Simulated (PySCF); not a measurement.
Ge(H)2(OEt)(NH2), SMILES CC[O][GeH2][NH2] (C2H9GeNO) at its PBE0/def2-SVP optimised geometry (Å):

```
14

Ge    -1.9061    -0.4356     0.0000
N     -2.4886    -1.1972    -1.5501
O     -0.1256    -0.4356     0.0000
C      0.5811     0.1650    -1.0585
C      2.0489    -0.1772    -0.9342
H     -2.4467     1.0094     0.0000
H     -2.2383    -1.2231     1.2765
H     -2.5557    -2.2083    -1.5928
H     -3.2845    -0.7678    -2.0089
H      0.1916    -0.1809    -2.0356
H      0.4517     1.2672    -1.0377
H      2.6308     0.2871    -1.7453
H      2.1936    -1.2672    -0.9798
H      2.4467     0.1772     0.0287
```

Method: PBE0/def2-TZVP in PySCF. Cells within 0.4 Å of a nucleus heavier than hydrogen are left out (blank, or x).

Map of the electron localisation function on the plane z = 0.0 Å:

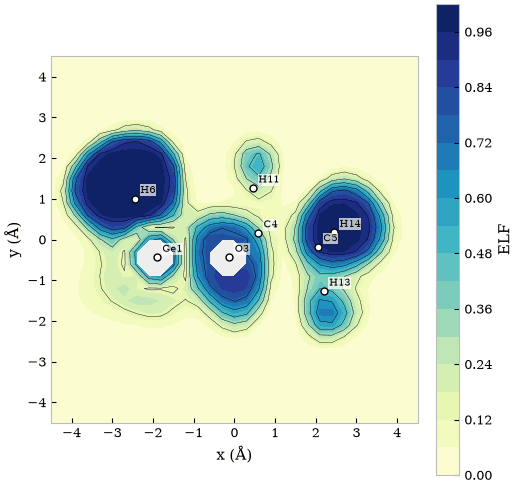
*Electron localisation function on the plane z = 0.0 Å.*
